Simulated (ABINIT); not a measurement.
# GaAs (F-43m): G0W0 with ABINIT, start to end

Aim: the G0W0 gap of GaAs (F-43m) on PBE, step by step.

Program: ABINIT 10.8.3. Level of theory: PBE and many-body steps on it, plane waves. Results are calculated unless marked as measured.

**What was measured.**

- Gap 1.51 eV: band-edge emission energy from PL (direct gap at Gamma); photoluminescence, 633 nm excitation; 77 K; bulk crystal (MBE GaAs matrix around a thin InAs wetting layer on semi-insulating GaAs (100)) (“Photoluminescence of InAs/GaAs quantum dots under direct two-photon excitation”, 2020, pmc:7331710).

- Gap 1.42 eV: band-edge photoluminescence emission energy of the GaAs substrate; time-integrated photoluminescence; 300 K; bulk crystal ((001) GaAs substrate beneath GaBiAs epilayers) (“Investigation of the anisotropic electron g factor as a probe of the electronic structure of GaBixAs1-x/GaAs epilayers”, 2014, arxiv:1409.8467).

- Gap 1.418 ± 0.005 eV: direct gap E0 at Gamma from PR; modulated photoreflectance, low-field lineshape fit; 300 K; bulk crystal (semi-insulating GaAs(001) reference substrate) (“Evidence of valence band perturbations in GaAsN/GaAs(001): A combined variable-angle spectroscopic ellipsometry and modulated photoreflectance investigation”, 2008, arxiv:0805.2212).

- Gap 1.412 ± 0.01 eV: direct gap E0 at Gamma from ellipsometry; variable-angle spectroscopic ellipsometry, parametric critical-point fit; 300 K; bulk crystal (semi-insulating GaAs(001) reference substrate with native oxide) (“Evidence of valence band perturbations in GaAsN/GaAs(001): A combined variable-angle spectroscopic ellipsometry and modulated photoreflectance investigation”, 2008, arxiv:0805.2212).

**1. The structure**

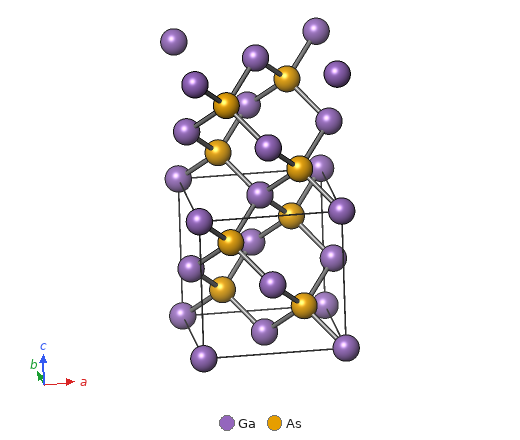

The cell as given, slightly off an axis (gallium purple, arsenic orange). 1×1×2 cells are drawn. This picture shows the conventional cell, with its axes. Bonds to atoms that aren't drawn are left out. Some periodic images of atoms are drawn too.

The cell and positions come from the Crystallography Open Database and are kept as given unless a step says otherwise.

**2. Ground state**

This step: ABINIT 10.8.3; DFT, PBE, plane waves, norm-conserving pseudopotentials.

The ground-state density comes first.

Input file run.abi:

```
acell 3*1.0 Angstrom
rprim 
  0.000000000000 2.826850000000 2.826850000000
  2.826850000000 0.000000000000 2.826850000000
  2.826850000000 2.826850000000 0.000000000000
ntypat 2
znucl 31 33
natom 2
typat 1 2
xred 
  0.000000000000 0.000000000000 0.000000000000
  0.250000000000 0.250000000000 0.250000000000
pp_dirpath "pseudos"
pseudos "Ga.upf, As.upf"
ecut 45
ngkpt 6 6 6
nshiftk 1
shiftk 0 0 0
kptopt 1
chksymbreak 0
nband 27
occopt 1
tolvrs 1e-10
nstep 60
prtwf 0
optforces 0
optstress 0
indata_prefix "in"
outdata_prefix "out"
tmpdata_prefix "tmp"
```

Run with:

```sh
$ OMP_NUM_THREADS=1 mpirun -n 4 abinit run.abi > log
```

Numbers of over 12 decimals in the logs are rounded to 6 here.

What it wrote:

```text
.Version 10.8.3 of ABINIT. v10.8.2 released Aug 2026.

 Symmetries : space group F-4 3 m (#216); Bravais cF (face-center cubic)
================================================================================
 Values of the parameters that define the memory need of the present run
     intxc =       0    ionmov =       0      iscf =       7    lmnmax =       6
     lnmax =       6     mgfft =      48  mpssoang =       3    mqgrid =    3001
     natom =       2  nloc_mem =       1    nspden =       1   nspinor =       1
    nsppol =       1      nsym =      24    n1xccc =    2501    ntypat =       2
    occopt =       1   xclevel =       2
-    mband =          27        mffmem =           1         mkmem =           4
       mpw =        4428          nfft =      110592          nkpt =          16
================================================================================
  Rough estimation (10% accuracy) of disk space for files :
================================================================================

--------------------------------------------------------------------------------
------------- Echo of variables that govern the present computation ------------
--------------------------------------------------------------------------------
 -outvars: echo values of preprocessed input variables --------
            acell      1.8897261259E+00  1.8897261259E+00  1.8897261259E+00 Bohr

      chksymbreak           0
             ecut      4.50000000E+01 Hartree
-          fftalg         312

              ixc     -101130
              kpt      0.00000000E+00  0.00000000E+00  0.00000000E+00
                       1.66666667E-01  0.00000000E+00  0.00000000E+00
                       3.33333333E-01  0.00000000E+00  0.00000000E+00
                       5.00000000E-01  0.00000000E+00  0.00000000E+00
                       1.66666667E-01  1.66666667E-01  0.00000000E+00
                       3.33333333E-01  1.66666667E-01  0.00000000E+00
                       5.00000000E-01  1.66666667E-01  0.00000000E+00
                      -3.33333333E-01  1.66666667E-01  0.00000000E+00
                      -1.66666667E-01  1.66666667E-01  0.00000000E+00
   [... 5 further rows ...]
                      -3.33333333E-01  3.33333333E-01  1.66666667E-01
                      -3.33333333E-01  5.00000000E-01  1.66666667E-01
         kptrlatt        6    0    0      0    6    0      0    0    6
          kptrlen      4.53281381E+01
P           mkmem           4
            natom           2
            nband          27
            ngfft          48      48      48
             nkpt          16
            nstep          60
             nsym          24
           ntypat           2
              occ      2.000000  2.000000  2.000000  2.000000  2.000000  2.000000
                       2.000000  2.000000  2.000000  2.000000  2.000000  2.000000
                       2.000000  2.000000  2.000000  2.000000  2.000000  2.000000
                       2.000000  2.000000  2.000000  2.000000  0.000000  0.000000
[...]
optforces           0
        optstress           0
            prtwf           0
            rprim      0.0000000000E+00  2.8268500000E+00  2.8268500000E+00
[...]
spgroup         216

           tolvrs      1.00000000E-10

             xred      0.0000000000E+00  0.0000000000E+00  0.0000000000E+00
[...]
znucl       31.00000   33.00000

================================================================================

 chkinp: Checking input parameters for consistency.

================================================================================
== DATASET  1 ==================================================================
-   mpi_nproc: 4, omp_nthreads: 1 (-1 if OMP is not activated)

--- !DatasetInfo
iteration_state: {dtset: 1, }
dimensions: {natom: 2, nkpt: 16, mband: 27, nsppol: 1, nspinor: 1, nspden: 1, mpw: 4428, }
cutoff_energies: {ecut:  45.0, pawecutdg:  -1.0, }
electrons: {nelect:   4.40000000E+01, charge:   0.00000000E+00, occopt:   1.00000000E+00, tsmear:   1.00000000E-02, }

 Real(R)+Recip(G) space primitive vectors, cartesian coordinates (Bohr,Bohr^-1):
 R(1)=  0.0000000  5.3419723  5.3419723  G(1)= -0.0935984  0.0935984  0.0935984
 R(2)=  5.3419723  0.0000000  5.3419723  G(2)=  0.0935984 -0.0935984  0.0935984
 R(3)=  5.3419723  5.3419723  0.0000000  G(3)=  0.0935984  0.0935984 -0.0935984
 Unit cell volume ucvol=  3.0488418E+02 bohr^3
 Angles (23,13,12)=  6.00000000E+01  6.00000000E+01  6.00000000E+01 degrees

 getcut: wavevector=  0.0000  0.0000  0.0000  ngfft=  48  48  48
         ecut(hartree)=     45.000   => boxcut(ratio)=   2.10404

--- Pseudopotential description ------------------------------------------------
- Ga Generated using ONCVPSP code by D. R. Hamann
- 31.00000  21.00000  171031                  znucl, zion, pspdat
12 -101130 2 -1 1902                          pspcod,pspxc,lmax,lloc,mmax
     nproj     2     2     2
  pspatm : epsatm=   21.85474337
         --- l  ekb(1:nproj) -->
[...]
pspatm: atomic psp has been read  and splines computed

- As Generated using ONCVPSP code by D. R. Hamann
- 33.00000  23.00000  171031                  znucl, zion, pspdat
12 -101130 2 -1 1358                          pspcod,pspxc,lmax,lloc,mmax
     nproj     2     2     2
  pspatm : epsatm=   24.77333152
         --- l  ekb(1:nproj) -->
[...]
pspatm: atomic psp has been read  and splines computed

   2.05163530E+03                                ecore*ucvol(ha*bohr**3)
--------------------------------------------------------------------------------

_setup2: Arith. and geom. avg. npw (full set) are    4396.153    4396.130

================================================================================

--- !BeginCycle
iteration_state: {dtset: 1, }
solver: {iscf: 7, nstep: 60, nline: 4, wfoptalg: 0, }
tolerances: {tolvrs: 1.00E-10, }

     iter   Etot(hartree)      deltaE(h)  residm     vres2
 ETOT  1  -551.03046146651    -5.510E+02 9.109E-01 1.435E+03
 ETOT  2  -553.19824534608    -2.168E+00 2.477E-02 2.566E+03
 ETOT  3  -553.54765832786    -3.494E-01 3.271E-02 3.191E+02
 ETOT  4  -553.56859560667    -2.094E-02 4.856E-03 1.481E+02
 ETOT  5  -553.58703702391    -1.844E-02 5.683E-04 1.915E+00
 ETOT  6  -553.58715212543    -1.151E-04 3.854E-05 6.968E-01
 ETOT  7  -553.58724571705    -9.359E-05 3.828E-06 9.701E-03
 ETOT  8  -553.58724688351    -1.166E-06 1.260E-06 5.277E-04
 ETOT  9  -553.58724687676     6.753E-09 8.972E-07 5.197E-04
 ETOT 10  -553.58724695068    -7.392E-08 3.128E-07 1.448E-07
 ETOT 11  -553.58724695072    -4.195E-11 3.029E-07 5.961E-09
 ETOT 12  -553.58724695070     1.910E-11 1.090E-07 4.989E-10
 ETOT 13  -553.58724695071    -9.663E-12 1.174E-07 1.973E-11

 At SCF step   13       vres2   =  1.97E-11 < tolvrs=  1.00E-10 =>converged.

--- !ResultsGS
iteration_state: {dtset: 1, }
comment   : Summary of ground state results
lattice_vectors:
- [  0.0000000,   5.3419723,   5.3419723, ]
- [  5.3419723,   0.0000000,   5.3419723, ]
- [  5.3419723,   5.3419723,   0.0000000, ]
lattice_lengths: [   7.55469,    7.55469,    7.55469, ]
lattice_angles: [ 60.000,  60.000,  60.000, ] # degrees, (23, 13, 12)
lattice_volume:   3.0488418E+02
convergence: {deltae: -9.663E-12, res2:  1.973E-11, residm:  1.174E-07, diffor:  0.000E+00, }
etotal    :  -5.53587247E+02
entropy   :   0.00000000E+00
fermie    :   2.08235878E-01
cartesian_stress_tensor: null
pressure_GPa: null
xred      :
- [  0.0000E+00,   0.0000E+00,   0.0000E+00, Ga]
- [  2.5000E-01,   2.5000E-01,   2.5000E-01, As]
cartesian_forces: null
force_length_stats: {min: null, max: null, mean: null, }

 Integrated electronic density in atomic spheres:
 ------------------------------------------------
 Atom  Sphere_radius  Integrated_density
    1        2.00000         18.80846266
    2        2.00000         20.37373321
================================================================================

 ----iterations are completed or convergence reached----

 Mean square residual over all n,k,spin=   27.173E-11; max=  11.737E-08
 reduced coordinates (array xred) for    2 atoms
       0.000000000000      0.000000000000      0.000000000000
       0.250000000000      0.250000000000      0.250000000000
 rms dE/dt=  0.0000E+00; max dE/dt=  0.0000E+00; dE/dt below (all hartree)
    1       0.000000000000      0.000000000000      0.000000000000
    2       0.000000000000      0.000000000000      0.000000000000

 cartesian coordinates (angstrom) at end:
    1      0.000000     0.000000     0.000000
    2      1.413425     1.413425     1.413425
 length scales=  1.889726125908  1.889726125908  1.889726125908 bohr
              =  1.000000000000  1.000000000000  1.000000000000 angstroms
 prteigrs : about to open file out_EIG
 Fermi (or HOMO) energy (hartree) =   0.20824   Average Vxc (hartree)=  -0.36654
 Eigenvalues (hartree) for nkpt=  16  k points:
 kpt#   1, nband= 27, wtk=  0.00463, kpt=  0.0000  0.0000  0.0000 (reduced coord)
  -6.58411   -5.07879   -4.50242   -4.50242   -4.50242   -3.26559   -3.26559   -3.26559
  -1.08415   -1.08415   -1.08415   -1.08382   -1.08382   -0.33685   -0.33685   -0.33685
  -0.33402   -0.33402   -0.25960    0.20824    0.20824    0.20824    0.22690    0.34556
   0.34556    0.34556    0.48736
 prteigrs : prtvol=0 or 1, do not print more k-points.

--- !EnergyTerms
iteration_state     : {dtset: 1, }
comment             : Components of total free energy in Hartree
kinetic             :  2.56579599922981E+02
hartree             :  2.39359398107684E+02
xc                  : -5.35166848518870E+01
Ewald energy        : -2.44384754666974E+02
psp_core            :  6.72922843284988E+00
local_psp           : -6.21711725125364E+02
non_local_psp       : -1.36642308770002E+02
total_energy        : -5.53587246950713E+02
total_energy_eV     : -1.50638763976251E+04
band_energy         : -8.40153441810219E+01

== END DATASET(S) ==============================================================
================================================================================

 -outvars: echo values of variables after computation  --------
           etotal     -5.5358724695E+02
            nband          27
             nkpt          16
          spgroup         216
 [... the other variables as echoed above ...]

 Calculation completed.
```

The job ended after 25 s (4 MPI ranks of Arm Neoverse V1, shared host; peak memory 0.35 GiB; 1.7 min of CPU time).

This step gave:

```yaml
total_energy: -15063.8764 eV
gap: 0.5078 eV
k_of_the_valence_top: 0, 0, 0
k_of_the_conduction_bottom: 0, 0, 0
least_direct_gap: 0.5078 eV
```

The gap is direct, at Γ.

(Continued in part 2 of 3.)

[Paths, hosts, dates, memory and timing lines, banners, echoed tables and standing remarks are left out of the program output.]

[Logs are printed without paths, hosts, clocks, repeated set-up lines and the standing remarks that a program may print on its own settings, such as how far it seeks lower states.]

[Runs of the session that timed out or met a known fault of the program may be left out.]

[Hosts, paths, dates, database ids (printed as entryN), source tags and the programs' standing remarks are cut or masked in the printed files.]

[G0W0 gaps are taken among the corrected bands and points alone; a level outside them can change the order at an edge.]

[Where Ansatz stands beside ABINIT at settings called matched, ABINIT's density can come from a denser mesh and the files from another edition; pairs whose starting gaps differed by over 0.03 eV were left out, so agreement reads better than it is.]
